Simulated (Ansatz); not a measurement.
## What a change does: geometry relaxation on MgTe2

System: MgTe2, multiplicity 3.
Method of run A: UKS PBE-D4/def2-TZVP (Ansatz 0.2.0).

The geometry: PBE-D4/def2-TZVP start. Text and figures count atoms from 1; the logs count them from 0 in places.

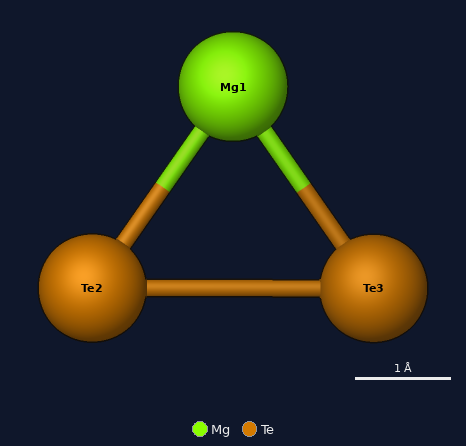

Fig. 1: The starting structure (ball-and-stick view, seen on its broad side; atoms are numbered from 1 in the order of the input). Sticks mark near contacts. Bond lengths as drawn: Mg–Te 2.59 Å and Te–Te 2.97 Å.

## Input, run A
```yaml
crystal:
  periodic: [false, false, false]
  atoms:
    - {symbol: Mg, position_ang: [1.186589, -0.409783, 0.653903]}
    - {symbol: Te, position_ang: [-0.513204, -0.982236, -1.216382]}
    - {symbol: Te, position_ang: [-0.673384, 1.392010, 0.562479]}
basis:
  gaussian: {orbitals: def2-TZVP}
magnetization: {spin_polarized: true, initial_magnetization: 2}
hamiltonian: {xc: pbe, dispersion: d4}
scf: {lower_state_search: "off"}
output: {orbitals: {seedname: orbitals}}
relax: {f_tol: 0.02, max_steps: 100}
```

Launched with:
```bash
ansatz run in.yaml --threads 4 --pin off --events-out ev --progress --plain --max-ram 3916MiB
```

Hardware: 4 threads of Arm Neoverse V2, 23 GiB of memory available, shared host.

## Output, shortened to warnings, some set-up lines, iterations and results (run A)
```
[...]
mean field evaluation 1: about -20025.8679 eV, gradient 1.6e1 eV
mean field evaluation 2: about -20005.1901 eV, gradient 5.3e1 eV
mean field evaluation 4: about -20028.3841 eV, gradient 6.0e0 eV
mean field evaluation 8: about -20027.3350 eV, gradient 9.0e0 eV
mean field evaluation 16: about -20028.4338 eV, gradient 5.3e-1 eV
relax step   1: F+E_penalty+E_count = -20028.55228661 eV  Δ(F+E_penalty+E_count) = +0.000e0 eV  max|allowed force component| = 1.655e0 eV/Å  Δτ_max = 0.0000 Å  (67 SCF iters, …
mean field evaluation 32: about -20028.9375 eV, gradient 2.6e-6 eV
relax step   2: F+E_penalty+E_count = -20029.05698912 eV  Δ(F+E_penalty+E_count) = -5.047e-1 eV  max|allowed force component| = 7.756e-1 eV/Å  Δτ_max = 0.1942 Å  (33 SCF …
relax step   3: F+E_penalty+E_count = -20029.10604099 eV  Δ(F+E_penalty+E_count) = -4.905e-2 eV  max|allowed force component| = 2.060e-1 eV/Å  Δτ_max = 0.0570 Å  (23 SCF …
relax step   4: F+E_penalty+E_count = -20029.10937644 eV  Δ(F+E_penalty+E_count) = -3.335e-3 eV  max|allowed force component| = 1.490e-2 eV/Å  Δτ_max = 0.0145 Å  (23 SCF …
Total energy: -20029.10941086 eV, -736.0561946312 hartree
Atom 0 at     1.393404    -0.483618     0.765932 Å, force    -0.014019     0.009590    -0.003902 eV/Å
Atom 1 at    -0.623459    -0.839865    -1.193166 Å, force     0.001761     0.005305     0.005732 eV/Å
Atom 2 at    -0.769944     1.323474     0.427234 Å, force     0.012258    -0.014895    -0.001830 eV/Å
Dipole moment:     0.239629    -0.083645     0.131337 e Å
Checks for a lower state left out: stability, starts, cluster_reference, orbital_swaps, neighbouring_geometries, increment
```

The input of run B differs as follows (lines with − go, lines with + come):
```diff
-magnetization: {spin_polarized: true, initial_magnetization: 2}
+total_charge: 1
+magnetization: {spin_polarized: true, initial_magnetization: 1}
```

How does run B compare with run A?

The two differ by one electron: with each relaxed, removing it changes the energy by 6.64 eV. The HOMO goes from −4.39 to −9.84 eV. The LUMO goes from −4.48 to −9.08 eV.

## Output, shortened to warnings, some set-up lines, iterations and results (run B)
```
[...]
mean field evaluation 1: about -20019.0862 eV, gradient 2.3e1 eV
mean field evaluation 2: about -20003.5508 eV, gradient 5.1e1 eV
mean field evaluation 4: about -20022.4076 eV, gradient 4.0e0 eV
mean field evaluation 8: about -20022.4671 eV, gradient 6.1e-2 eV
mean field evaluation 16: about -20022.2109 eV, gradient 3.0e-3 eV
relax step   1: F+E_penalty+E_count = -20022.32143141 eV  Δ(F+E_penalty+E_count) = +0.000e0 eV  max|allowed force component| = 7.843e-1 eV/Å  Δτ_max = 0.0000 Å  (22 SCF …
mean field evaluation 32: about -20022.1872 eV, gradient 2.6e-6 eV
relax step   2: F+E_penalty+E_count = -20022.29917216 eV  Δ(F+E_penalty+E_count) = +2.226e-2 eV  max|allowed force component| = 1.677e0 eV/Å  Δτ_max = 0.1948 Å  (27 SCF …
relax step   3: F+E_penalty+E_count = -20022.46655091 eV  Δ(F+E_penalty+E_count) = -1.451e-1 eV  max|allowed force component| = 1.753e-1 eV/Å  Δτ_max = 0.0950 Å  (25 SCF …
relax step   4: F+E_penalty+E_count = -20022.46966746 eV  Δ(F+E_penalty+E_count) = -3.117e-3 eV  max|allowed force component| = 1.557e-2 eV/Å  Δτ_max = 0.0184 Å  (23 SCF …
Total energy: -20022.46970555 eV, -735.8121899614 hartree
Atom 0 at     1.265044    -0.436909     0.697111 Å, force    -0.000877     0.000293    -0.000491 eV/Å
Atom 1 at    -0.557532    -0.892693    -1.181039 Å, force     0.001488    -0.015574    -0.011306 eV/Å
Atom 2 at    -0.707510     1.329594     0.483928 Å, force    -0.000611     0.015281     0.011797 eV/Å
Dipole moment:     1.386057    -0.478701     0.763796 e Å
Checks for a lower state left out: stability, starts, cluster_reference, orbital_swaps, neighbouring_geometries, increment
```

## The two runs side by side

| quantity | run A | run B |
| --- | --- | --- |
| outcome | converged | converged |
| total energy (hartree) | −736.056195 | −735.812190 |
| HOMO (eV) | −4.39 | −9.84 |
| LUMO (eV) | −4.48 | −9.08 |
| dipole moment (D) | 1.37 | – |
| ⟨S²⟩ | 2.003 | 0.754 |
| largest force (eV/Å) | 0.019 | 0.019 |
| basis functions | 132 | 132 |
| wall time (shared host) | 5 s | 4.5 s |
